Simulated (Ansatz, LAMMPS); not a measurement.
# Gap against volume in glassy NaFeSi2O6 (120 atoms)

Density of this cell: 2.79 g/cm³. The cell holds 120 atoms: 12 Fe, 12 Na, 72 O and 24 Si. Its edges and angles: a = 11.797 Å, b = 12.103 Å, c = 11.568 Å, α = 89.3°, β = 92.1°, γ = 87.9°. The starting structure: 120 atoms (12 Fe, 12 Na, 72 O, 24 Si) placed at random at 2.76 g/cm³, melted at 4500 K for 20 ps at fixed volume with the Morse and Coulomb pair potential with partial charges (Pedone, Malavasi, Menziani, Cormack and Segre, J. Phys. Chem. B 110, 11780 (2006)). Quenched from 4500 K to 300 K at 10 K/ps and fixed volume, held 5 ps.

Calculated with Ansatz 0.2.0: Kohn-Sham DFT, PBE, PAW (set soft_2), plane waves; cutoff 420 eV, Γ point, fermi-dirac smearing of 0.05 eV, spin polarised, started with 6 moments up and 6 down in a pattern of our own, ending at 0.0 μB in the cell. The relaxed cell was scaled evenly and the atoms were relaxed at each volume. The gap is that between the highest filled and the lowest empty Kohn-Sham level on the run's k-points.

| volume (Å³/atom) | gap (eV) |
| --- | --- |
| 12.370 | 0.4514 |
| 12.920 | 0.4531 |
| 13.332 | 0.5187 |
| 13.745 | 0.5745 |
| 14.157 | ? |
| 14.569 | 0.6057 |

Task: Fit a straight line in ln V to the rows given and interpolate to the withheld row.

**Working.**

A volume deformation potential makes the spacing linear in u = ln(V/V0), with V0 = 13.745 Å³ the relaxed volume; v is the spacing.

| u = ln(V/V0) | v (eV) |
| --- | --- |
| -0.105361 | 0.4514 |
| -0.0618758 | 0.4531 |
| -0.0304596 | 0.5187 |
| 0 | 0.5745 |
| 0.0582690 | 0.6057 |

With n = 5: mean u = -0.0278855, mean v = 0.52068, Σ(u − ū)² = 0.015365, Σ(u − ū)(v − v̄) = 0.016495. Slope b = 0.016495 / 0.015365 = 1.0736; intercept a = v̄ − b ū = 0.55062.

At the withheld volume u = 0.02956, and v = a + b u.

Prediction at 14.157: 0.5824 eV. The run gave 0.6202 eV, so the fit is low by 0.038 eV (6.1 % of the value).

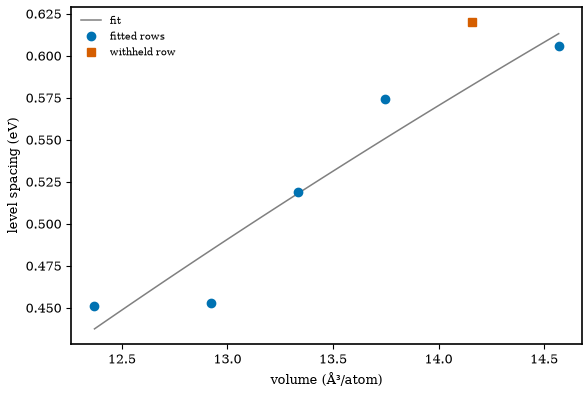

The fit, the rows that it rests on and the withheld row.

The rows follow a line only loosely (correlation 0.95 in size over all rows, under the 0.97 asked here), so the slope of +1.07 eV is a mean trend and no deformation potential. Among the rows given, the largest miss of the fit is at 12.920, by 0.031 eV (18 % of the range of the table).

Limits: The table spans 16 % in volume, wide for a linear law. Semilocal functionals tend to put gaps under measured ones. Only the Γ point is sampled. Atoms move by up to 0.9 Å in these relaxations, so the structure changes along the series. Defect or tail levels can set the spacing of a disordered cell. Without a Hubbard term or exact exchange, open shells on Fe are likely too delocalised.

[Hosts, paths, dates, database ids (printed as entryN), source tags and the programs' standing remarks are cut or masked in the printed files.]
